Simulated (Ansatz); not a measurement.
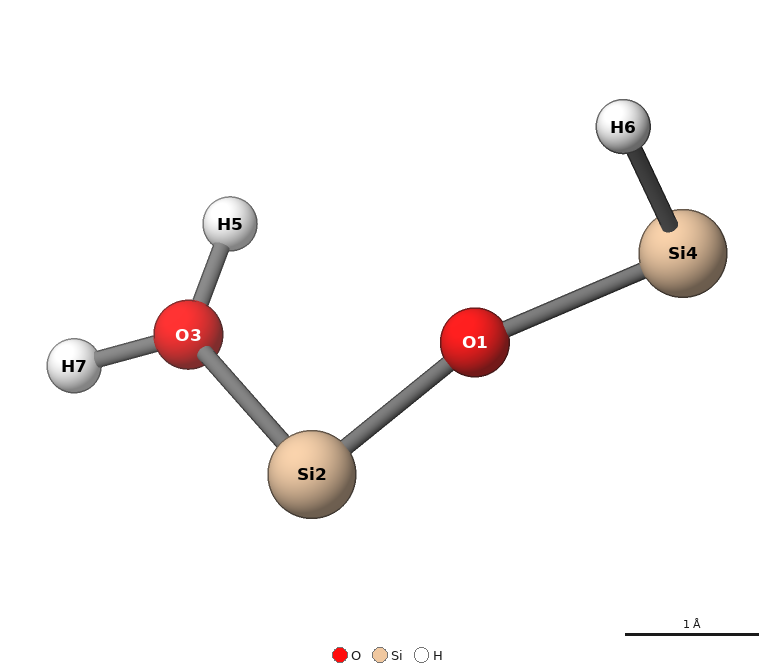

Charge +1, singlet. The geometry was computed by an optimisation with PBE0-D4/def2-TZVP. No frequency run is at hand to confirm it as a minimum.

Describe the coordination of atom 2.

Si2 has 2 neighbours (O1 at 1.59, O3 at 1.95 Å); the arrangement is bent.

Describe the coordination of atom 4.

Si4 has 2 neighbours (O1 at 1.72, H6 at 1.52 Å); the arrangement is bent.

What is the geometry at O3?

O3 has 3 neighbours (Si2 at 1.95, H5 at 0.97, H7 at 0.97 Å); the arrangement is trigonal planar.
